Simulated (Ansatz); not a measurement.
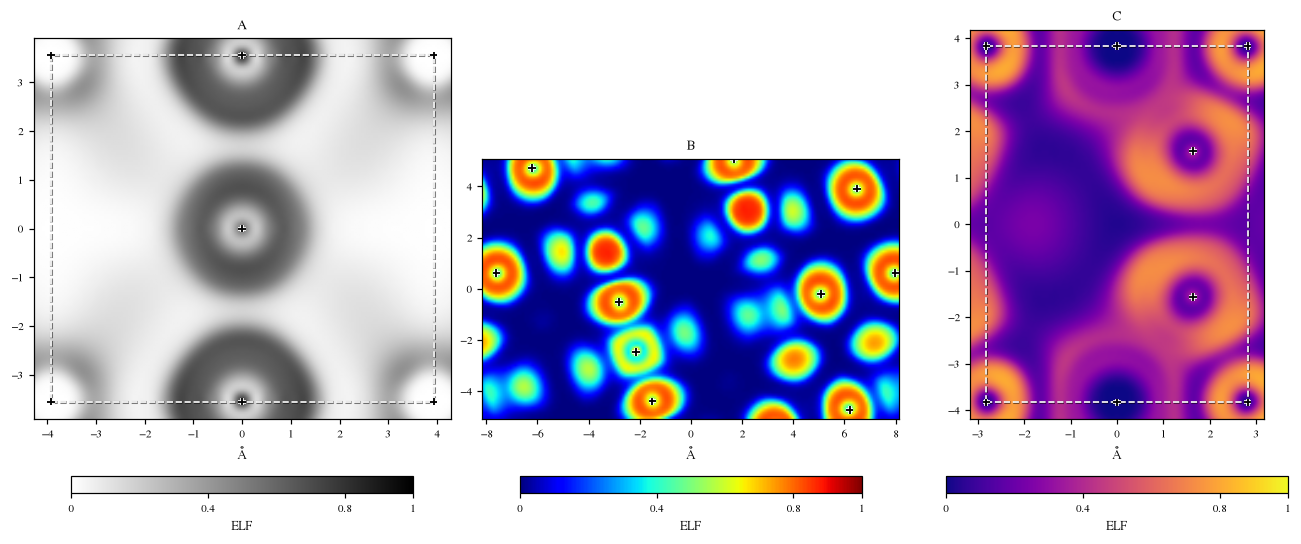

The ELF of 3 systems, each on a plane through atoms (crosses mark nuclei in the plane).

Computed with DFT, PBEsol, plane waves, PAW (Ansatz 0.2.0).

System 1: Nb$_{2}$SnAs$_{4}$, the (101) plane of the conventional cell. Space group P-42m; a structure from a database of computed crystals, not necessarily the ambient phase; started from the Cu2WS4-111 prototype, which need not be the ambient phase.

```xyz
7
Lattice="5.6162 0.0000 0.0000 0.0000 5.6162 0.0000 0.0000 0.0000 5.2214" Properties=species:S:1:pos:R:3 pbc="T T T"
Nb    0.0000    2.8081    0.0000
Nb    2.8081    0.0000    0.0000
Sn    0.0000    0.0000    0.0000
As    1.6376    3.9787    1.5663
As    3.9787    3.9787    3.6551
As    1.6376    1.6376    3.6551
As    3.9787    1.6376    1.5663
```

System 2: BeAsI$_{5}$, the (110) plane of the conventional cell. Space group P4/mmm; a structure from a database of computed crystals, not necessarily the ambient phase; started from the SiSnPd5-123 prototype, which need not be the ambient phase.

```
Be As I
1.0
     5.02234    0.00000    0.00000
     0.00000    5.02234    0.00000
     0.00000    0.00000    7.85328
Be As I
1 1 5
Direct
  0.00000 0.00000 0.50000
  0.50000 0.50000 0.00000
  0.00000 0.00000 0.00000
  0.50000 0.00000 0.71171
  0.00000 0.50000 0.71171
  0.50000 0.00000 0.28829
  0.00000 0.50000 0.28829
```

System 3: LuAsF$_{6}$, the (111) plane of the conventional cell. Space group R-3; a structure from a database of computed crystals, not necessarily the ambient phase; started from the CuSnF6-2 prototype, which need not be the ambient phase.

Q: Match each panel to its system.

A: Panel A is system 2, BeAsI$_{5}$: the plane holds Be, As and I. As–I (3.55 Å): the ELF is about 0.20 at the midpoint (no shared electron pair shows on this line). Panel B is system 3, LuAsF$_{6}$: the plane holds As and F. As–F (2.05 Å): the ELF peaks at about 0.80 in the valence shell of F, 0.5 Å from its nucleus, and drops to about 0.30 between the two atoms; no shared electron pair shows on this line. Panel C is system 1, Nb$_{2}$SnAs$_{4}$: the plane holds Nb, Sn and As. Nb–As (2.55 Å): the ELF is about 0.50 at the midpoint.
